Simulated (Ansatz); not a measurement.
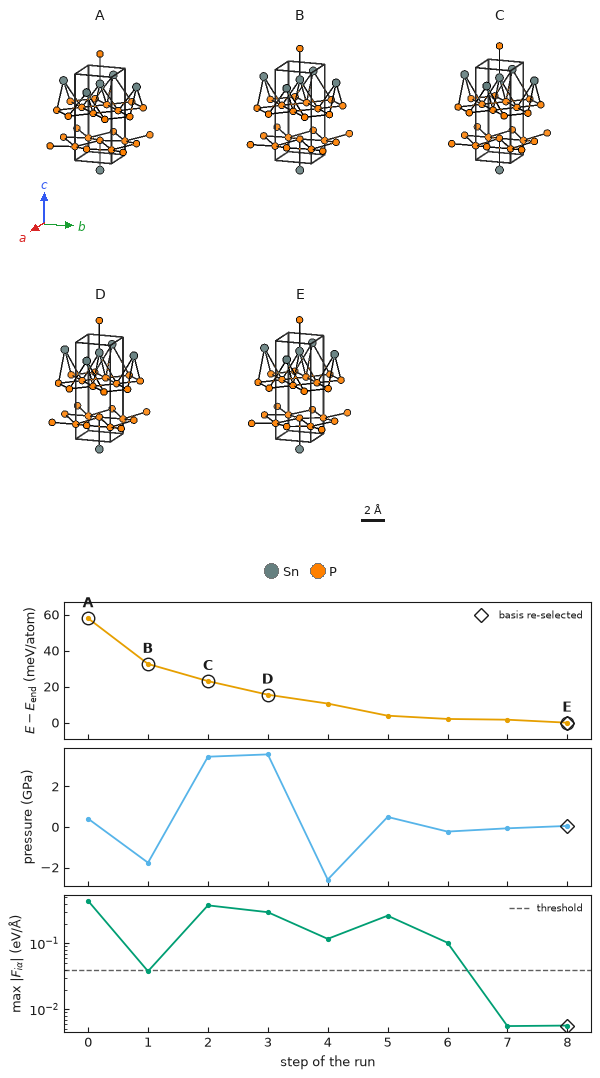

Frames of a relaxation of crystalline SnP4 (a generated structure, set up in P4mm) (coarse preliminary run), marked on the history of the run. The picture is a ball-and-stick view of the cell of the calculation, seen slightly off an axis.

Method: DFT PBE, scalar-relativistic, plane waves, PAW (Ansatz 0.2.0).

The input:
```yaml
crystal:
  lattice:
    - [3.4378795368, 0.0, 0.0]
    - [0.0, 3.4378795368, 0.0]
    - [0.0, 0.0, 7.8745256863]
  atoms:
    - { symbol: Sn, position: [0.5, 0.5, 0.8549835016] }
    - { symbol: P, position: [0.5, 0.5, 0.1997116904] }
    - { symbol: P, position: [0.5, 0.0, 0.562752319] }
    - { symbol: P, position: [0.0, 0.5, 0.562752319] }
    - { symbol: P, position: [0.0, 0.0, 0.1594854201] }
basis:
  ecutwfc: 420
kpoints:
  mp_grid: { grid: [6, 6, 2] }
hamiltonian:
  xc: pbe
scf:
  occupations: { method: gaussian, width: 0.1 }
  lower_state_search: "off"
output:
  forces: true
  stress: true
  eigenvalues: true
relax:
  adjacent_minimum: "off"
  f_tol: 0.04
  max_steps: 70
  cell: { stress_tol: 0.4 }
```

Run as
```bash
ansatz run input.yaml --threads 1 --pin off --max-ram 2560MiB --backend cpu --events-out ev --progress --plain --runs-dir out
```

> What happens along the run?

After 7 accepted moves (8 points after the start) the energy has fallen by 57.9 meV per atom. Largest force component: 0.44 eV/Å at the start, 0.0057 eV/Å at the end. The pressure goes from 0.41 to 0.05 GPa. The SCF was repeated once at an unchanged geometry on a basis and grid sized afresh for the cell, which shifted the energy by 1.7 meV per atom at most. The atom that moves furthest relative to the cell is Sn1 (0.12 Å along +c). Largest moves by element: Sn 0.12 Å, P 0.12 Å. The volume changes by +4.6 %, with a = b 3.438 → 3.300 Å (−4.0 %), c 7.875 → 8.942 Å (+13.6 %). Some distances before and after: Sn1–P3 2.872 → 3.201 Å, Sn1–P2 2.715 → 2.846 Å, P2–P5 2.451 → 2.345 Å, P3–P4 2.431 → 2.333 Å. Bond angles that change, for instance: P5–P2–P5 165.2° → 168.6°. The space group stays P4mm (No. 99). From step 0 to 1: Sn1 moves most (0.05 Å), volume +2.9 %, energy −25.3 meV per atom. From step 1 to 2: Sn1 moves most (0.02 Å), volume −5.0 %, energy −9.5 meV per atom. From step 2 to 3: P2 moves most (0.07 Å), volume +2.2 %, energy −7.6 meV per atom. From step 3 to 8: P2 moves most (0.11 Å), volume +4.7 %, energy −15.5 meV per atom.

Limits of the set-up: the k-point mesh is coarse for a cell with partly filled bands; layers or molecules are held without a dispersion correction, so their spacing is unreliable.
